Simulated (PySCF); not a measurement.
```xyz
4

B    -0.1706    0.0127   -0.1921
Br    1.6378   -0.1089   -0.5193
H    -0.7641    0.9262   -0.6179
H    -0.6929   -0.8251    0.4349
```

Geometry: GFN2-xTB.

The calculation used wB97X-D/def2-SVPD, SCF density, gas phase in PySCF 2.14.0.

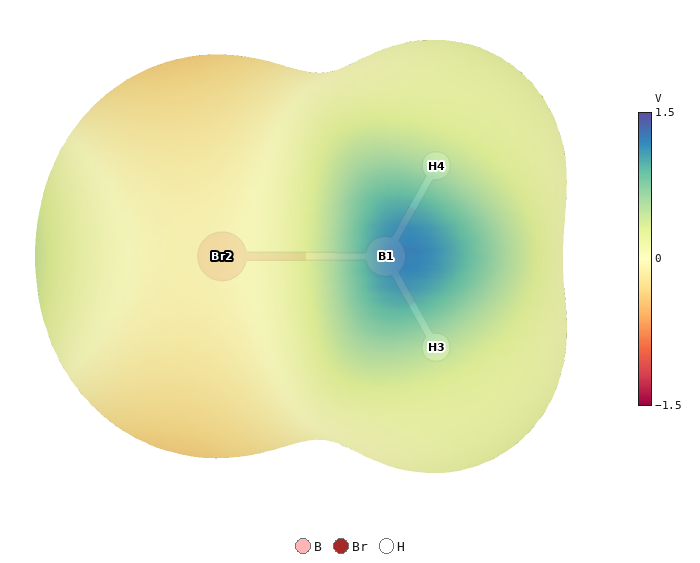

BBrH₂. The molecular electrostatic potential painted on the density surface at 0.001 e/bohr³, seen across its widest extent; the colour scale runs from red (negative) to blue (positive).

Q: Describe the electrostatic potential map.

A: The most negative region (about −0.4 V, or −9 kcal/mol for a unit charge) lies over Br2, the most positive (about +1.2 V, or +28 kcal/mol for a unit charge) over B1. Br2 shows a σ-hole: about +0.4 V, or +9 kcal/mol for a unit charge at the tip opposite its bond, against about −0.2 V on its flanks.

Q: How polar is the molecule by this calculation?

A: Its dipole moment is 0.46 D.
